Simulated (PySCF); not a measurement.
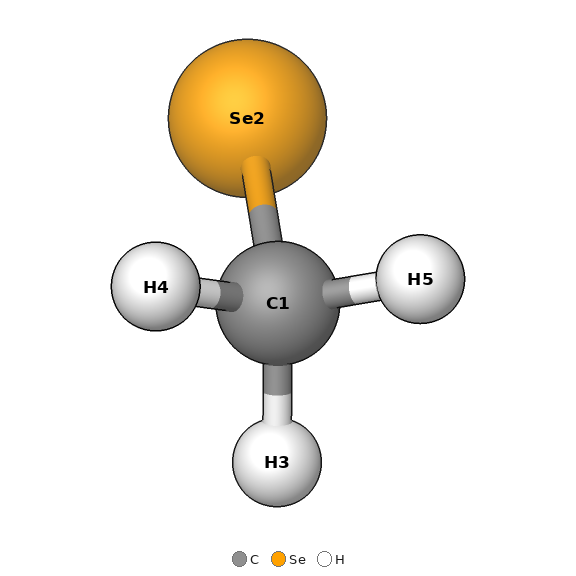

Charge −1, singlet. Computed geometry: PBE0-D3(BJ)/def2-SVP optimisation. No frequency run is at hand to confirm it as a minimum. Properties computed with B3LYP/pcJ-1 (pcSseg-1 on Se) indirect spin-spin coupling, non-relativistic, gas phase (PySCF 2.14.0). Isotopes: 13C, 1H.

Give the spin–spin coupling constants of these pairs, with the number of bonds between them: C1/H4, C1/H3, C1/H5, H3/H4, H4/H5.

| pair | bonds apart | J (Hz) |
| --- | --- | --- |
| C1, H4 | 1 | 133.6 |
| C1, H3 | 1 | 133.6 |
| C1, H5 | 1 | 133.6 |
| H3, H4 | 2 | −10.4 |
| H4, H5 | 2 | −10.4 |
